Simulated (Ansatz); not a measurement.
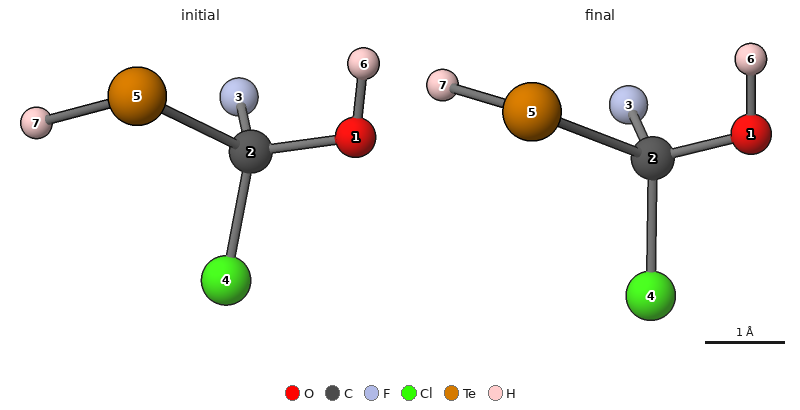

The structure of CH$_{2}$ClFOTe (coarse preliminary run) before (left) and after (right) a relaxation, at one scale.

Style: ball-and-stick. Shown from a free direction.

The start comes from a force field.

All numbers below come from RKS PBE-D4/def2-SVP in Ansatz.

Input
```yaml
crystal:
  periodic: [false, false, false]
  atoms:
    - {symbol: O, position_ang: [0.067300, -0.489800, 1.540400]}
    - {symbol: C, position_ang: [-0.134000, -0.339900, 0.141000]}
    - {symbol: F, position_ang: [0.746000, -1.160300, -0.511700]}
    - {symbol: Cl, position_ang: [-1.703700, -0.822800, -0.309700]}
    - {symbol: Te, position_ang: [0.182500, 1.688300, -0.498000]}
    - {symbol: H, position_ang: [0.960900, -0.188900, 1.723600]}
    - {symbol: H, position_ang: [-0.057700, 1.245300, -2.131300]}
basis:
  gaussian: {orbitals: def2-SVP}
hamiltonian: {xc: pbe, dispersion: d4}
relax: {f_tol: 0.03, max_steps: 200}
```

Command:
```bash
ansatz run in.yaml --threads 4 --pin off --events-out ev --progress --plain --max-ram 10444MiB
```

> What changed between the two?

Over 10 accepted moves (12 points after the start) the energy falls by 25.0 kJ/mol. The largest force component goes from 1.8 to 0.017 eV/Å. The line search rejected the trial steps at points 8, 11 of the run. The largest move after the best rigid fit is that of H7, 0.49 Å. Largest moves by element: H 0.49 Å, Cl 0.37 Å, Te 0.23 Å, F 0.17 Å, C 0.09 Å, O 0.08 Å. Some distances before and after: C2–Te5 2.150 → 2.258 Å, C2–Cl4 1.703 → 1.785 Å, O1–C2 1.422 → 1.361 Å, Te5–H7 1.709 → 1.680 Å. Among the angles between lasting bonds that change: O1–C2–Cl4 111.2° → 107.4°, Cl4–C2–Te5 108.9° → 112.6°, O1–C2–F3 108.4° → 111.6°. Groups turn about C2–Te5 by about 30°. The run took 7.5 s on 4 threads of Intel Xeon 6975P-C, with other jobs on the host.
